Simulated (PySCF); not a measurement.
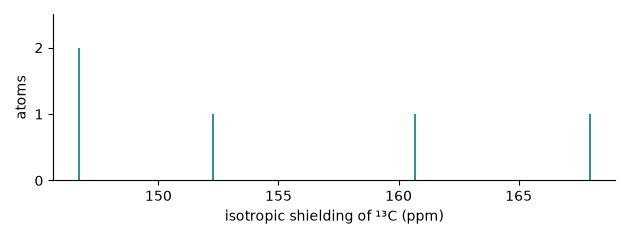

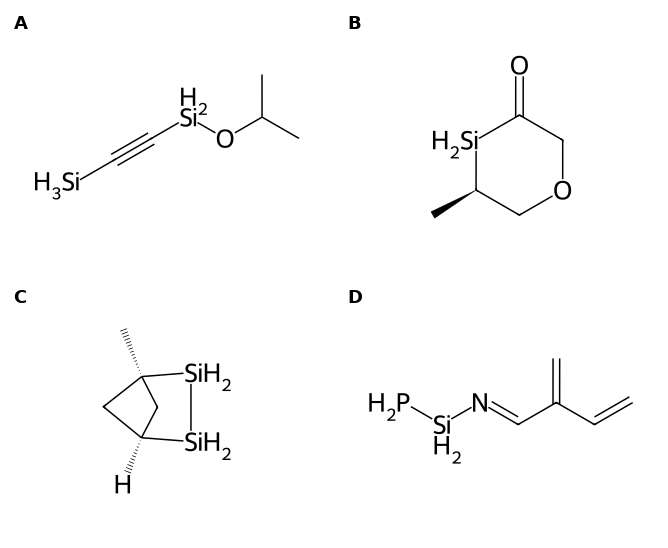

The sticks are computed shieldings of one of the molecules, for one fixed geometry (GFN2-xTB) without averaging over rotations. Low shielding means a high chemical shift. Method: GIAO PBE0/pcSseg-1 NMR shielding, non-relativistic, gas phase (PySCF 2.14.0).

**Match the spectrum to a structure.**

C, `C[C@]12C[C@H](C1)[SiH2][SiH2]2`. Its 5 C atoms give lines at 146.7 (2 atoms), 152.3, 160.7, 168.0 ppm.

The geometry is semi-empirical. Around P, Si such bond lengths and angles can be off by a tenth of an ångström or more and by several degrees, and values that hang on the shape move with them.
